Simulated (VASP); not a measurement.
Band structure of C (space group R-3m). All values below come from PBEsol GGA, VASP's PBE PAW potentials (set 64) (plane waves; VASP).

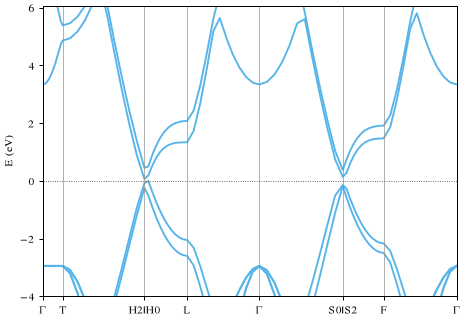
Figure. Bands along high-symmetry lines, zero at the valence-band maximum or, without a gap, the Fermi level

### Question
Read the plot: is there a gap, and where are the band edges?

### Answer
The gap is indirect, 0.07 eV, from the valence maximum at H0-L at 0.09 to the conduction minimum at H2. (Edges off the drawn lines would not show.)

The structure comes from a computed database's C entry (R-3m); how it stands against other phases isn't given here. It was relaxed first, which changed the volume by -8 %.
